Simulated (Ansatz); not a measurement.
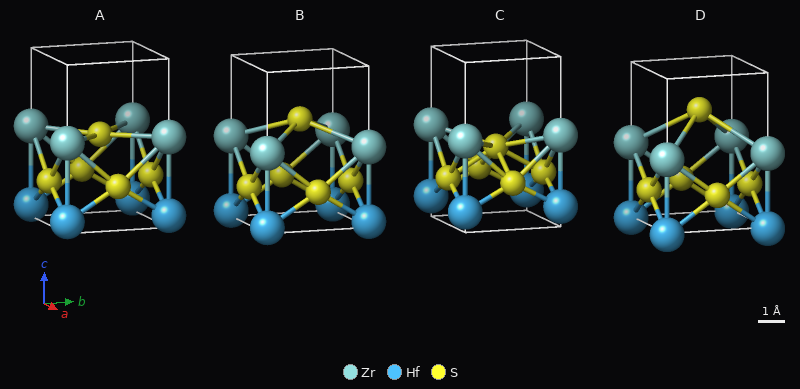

4 geometries from one relaxation of crystalline HfZrS3 (a generated structure, set up in P4mm) (coarse preliminary run), in shuffled order. The picture is a ball-and-stick view of the cell of the calculation, seen slightly off an axis.

All numbers below come from Ansatz, DFT PBE, scalar-relativistic, plane waves, PAW. Set-up: plane-wave cutoff 420 eV; k-point mesh 4 × 4 × 4; occupations gaussian; smearing width 0.1 eV; no spin polarisation; cell and atoms relaxed; force threshold 0.04 eV/Å; at most 70 steps.

Order the frames from highest to lowest energy.

Answer. C, A, B, D. They are steps 0, 3, 7, 13, at +1576 meV per atom, +536 meV per atom, +91.8 meV per atom relative to the last. The largest move relative to the cell is that of an S atom, 1.72 Å along +c. Largest moves by element: S 1.72 Å, Hf 0.77 Å, Zr 0.37 Å. The drawn cell changes as follows: a = b 3.916 → 4.130 Å (+5.5 %), c 6.669 → 6.062 Å (−9.1 %); the volume changes by +1.1 %. Near-neighbour distances that change, for instance: S–S 2.257 → 3.661 Å, Hf–Zr 3.874 → 3.116 Å, S–Zr 2.843 → 3.284 Å, Hf–S 2.212 → 2.509 Å. New bonds form: Hf–Zr (3.87 → 3.12 Å). Among the angles between lasting bonds that change: Zr–S–Zr 153.9° → 125.6°, Hf–S–Hf 124.5° → 110.8°, S–Hf–S 124.5° → 110.8°. The space group stays P4mm (No. 99). After 12 accepted moves (13 points after the start) the energy has fallen by 1576 meV per atom. The largest force component goes from 8.8 to 0.0047 eV/Å. The pressure goes from 33.17 to 0.04 GPa. At 1 point the geometry stayed and the basis and grid were re-selected for the new cell (energy shift of 0.2 meV per atom at most each time).

Limits of the set-up: the k-point mesh is coarse for a cell with partly filled bands.
